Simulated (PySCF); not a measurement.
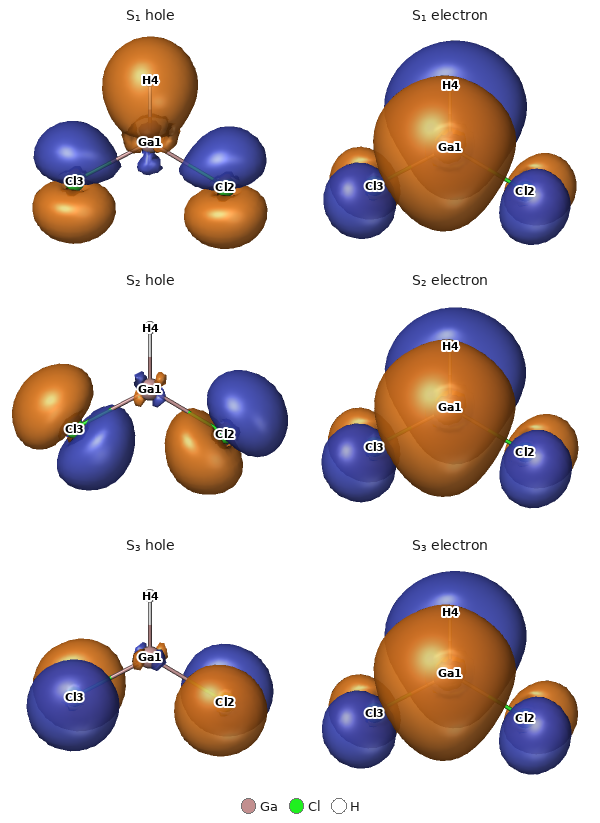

Figure 1: Cl2GaH. Leading natural transition orbitals (TDA singlet states).

PySCF calculation, LC-wPBE/aug-cc-pVDZ, gas phase; geometry: GFN2-xTB. No frequency check shows the geometry to be a minimum. GFN2-xTB bond lengths at metals and heavier atoms can be off by up to 0.1 Å and shapes distorted, which carries into these values.

Input script:

```python
import numpy as np
from pyscf import gto, scf, dft, tdscf
from pyscf.scf import atom_ks, atom_hf
from scipy.linalg import block_diag

def solve(mol, dm0=None, hcore=None):
    mf = (dft.UKS if mol.spin else dft.RKS)(mol, xc='lc_wpbe')
    mf.grids.level = 3
    mf = mf.density_fit(auxbasis='def2-universal-jkfit')
    mf.conv_tol, mf.max_cycle = 1e-8, 80
    if hcore is not None:
        mf.get_hcore = lambda *args: hcore
    mf.kernel(dm0)
    if not mf.converged:
        mf = mf.newton().run(mf.mo_coeff, mf.mo_occ, max_cycle=30)
    assert mf.converged, 'SCF not converged'
    return mf

mol = gto.M(atom='''
Ga     0.00000    -0.51875     0.00000
Cl    -1.79651     0.53392     0.00000
Cl     1.79651     0.53392     0.00000
H     -0.00001    -2.07196     0.00000
''', basis='aug-cc-pvdz', charge=0, spin=0, verbose=4)
mf = solve(mol)
td = mf.TDA()
td.nstates, td.singlet, td.conv_tol = 6, True, 1e-5
td.kernel()
td.analyze()
x, y = np.array([p[0] for p in td.xy]), np.array([p[1] + 0 * p[0] for p in td.xy])
f, mu = td.oscillator_strength(), td.transition_dipole()
nto = [td.get_nto(state=i + 1, verbose=4) for i in range(len(td.e))]
# spherically averaged free atoms, for the promolecule
atm = atom_ks.get_atm_nrks(mol, xc='lc_wpbe')
pro = block_diag(*[(atm[a[0]][2] * atm[a[0]][3]) @ atm[a[0]][2].T for a in mol._atom])
np.savez('result.npz', e=td.e, f=f, ok=td.converged, w=[n[0] for n in nto], nto=[n[1] for n in nto], x=x, y=y, c=mf.mo_coeff, occ=mf.mo_occ, eps=mf.mo_energy, pro=pro, mu=mu)
```

Command:

```sh
OMP_NUM_THREADS=1 python input.py
```

The run took 3.6 min on 1 thread of AMD EPYC (Zen 3), on a shared host, peak memory 0.52 GiB.

Q: Give the energy and character of each state.

A: By state:
- S₁: 6.58 eV (188 nm), f = 0.012, σ or n → empty p orbital of Ga1; the leading pair carries 99 %; hole on Cl2 and Cl3 (29 % each), H4 (23 %) and Ga1 (19 %), electron on Ga1 (70 %), Cl2 and Cl3 (11 % each) and H4 (8 %); their centroids lie 0.2 Å apart.
- S₂: 7.03 eV (176 nm), f = 0.000 (dark), n → empty p orbital of Ga1; the leading pair carries 99 %; hole on Cl2 and Cl3 (47 % each) and Ga1 (6 %), electron on Ga1 (68 %), Cl2 and Cl3 (13 % each) and H4 (6 %); their centroids lie 0.9 Å apart.
- S₃: 7.53 eV (165 nm), f = 0.021, n → empty p orbital of Ga1; the leading pair carries 78 %; hole on Cl2 and Cl3 (46 % each) and Ga1 (7 %), electron on Ga1 (64 %), Cl2 and Cl3 (14 % each) and H4 (7 %) (shares are of the whole state, not of the leading pair alone); their centroids lie 0.9 Å apart.
